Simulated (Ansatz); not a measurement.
Electronic density of states of amorphous gallium oxide (Ga24O35), density 4.85 g/cm³, on a 2×2×2 Γ-centred mesh with a Gaussian width of 0.1 eV; energies count from the Fermi level. Cell and mesh are small, so fine structure isn't converged. Level of theory: PBE, scalar-relativistic without spin-orbit coupling (plane waves to 420 eV, PAW; Ansatz, a program for electronic structure). Sampling: a 2×2×2 Γ-centred mesh; Fermi-Dirac width 0.02 eV; no spin polarisation. The usual formal charges leave 2 electrons over, so the level spacing at the Fermi energy parts defect or band states and needn't be the band gap. The spare electrons fill defect levels or the bottom of the conduction band, and the levels at the Fermi energy are partly filled.

It comes from a melt-quench run on a machine-learned potential (CHGNet), relaxed afterwards by DFT. O atoms were pushed apart under 1.9 Å during the dynamics, to hinder bonds among them. The hot cell started wider than the set density and was brought back towards it in steps. It is the lowest in DFT energy of 2 quenches. It is a model cell: composition and starting density were chosen by hand, and all elements were melted together. No dispersion term was used. Its density started from a set value of 4.74 and ended at 4.85 g/cm³. Cooling (nominally 88 K/ps over its main leg) ran many orders faster than in experiment, which tends to leave more defects and strain. A cell of this size samples the disorder only roughly. The volume was free in the relaxation, at fixed shape. Stress components on the final sampling reach 3.3 GPa. On a 2×2×2 Γ-centred mesh force components of up to 0.15 eV/Å stay, since the relaxation ran on the zone centre alone.

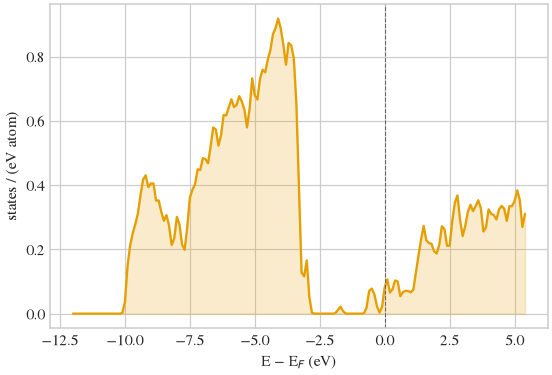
*Density of states per atom*
